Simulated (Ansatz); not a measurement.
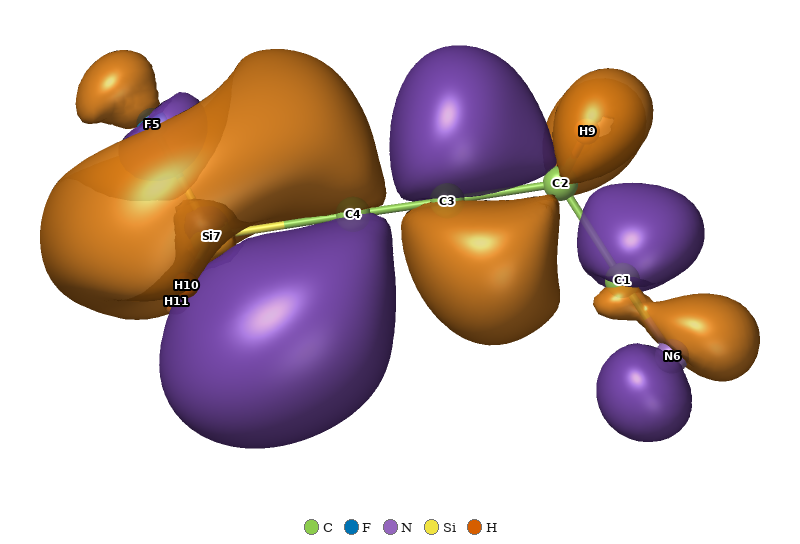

Figure. C4H4FNSi. One frontier orbital at ±0.05 Å⁻³ᐟ² (orange and purple are the two phases), seen across its widest extent.

Geometry: B3LYP/def2-SVP.

All numbers below come from isolated molecule in a Gaussian basis; Kohn-Sham density functional theory, functional PBE0 (Ansatz).

The calculation's input:

```
crystal:
  periodic: [false, false, false]
  atoms:
    - symbol: C
      position_ang: [-1.581605, 0.259564, 2.349299]
    - symbol: C
      position_ang: [-1.326237, -1.126659, 1.928178]
    - symbol: C
      position_ang: [-1.687201, -1.389847, 0.533080]
    - symbol: C
      position_ang: [-1.983735, -1.619881, -0.625242]
    - symbol: F
      position_ang: [-2.121548, -3.508398, -2.703446]
    - symbol: "N"
      position_ang: [-1.778398, 1.347512, 2.691293]
    - symbol: Si
      position_ang: [-2.435550, -1.947888, -2.369081]
    - symbol: H
      position_ang: [-1.887642, -1.802667, 2.597766]
    - symbol: H
      position_ang: [-0.256001, -1.347858, 2.089961]
    - symbol: H
      position_ang: [-1.610544, -1.106278, -3.268771]
    - symbol: H
      position_ang: [-3.886784, -1.715146, -2.564343]
basis:
  gaussian:
    orbitals: def2-SVPD
hamiltonian:
  xc: {name: PBE0}
output: {forces: true, orbitals: {seedname: orbitals}}
```

Command:

```sh
ansatz run input.yaml --threads 2 --pin off --max-ram 4350MiB --events-out events.jsonl --progress --plain --runs-dir runs
```

### Which orbital is it: HOMO or LUMO?

The LUMO, at −1.26 eV. It lies mainly on Si7 (about 30 %), C3 (about 20 %) and C4 (about 20 %).
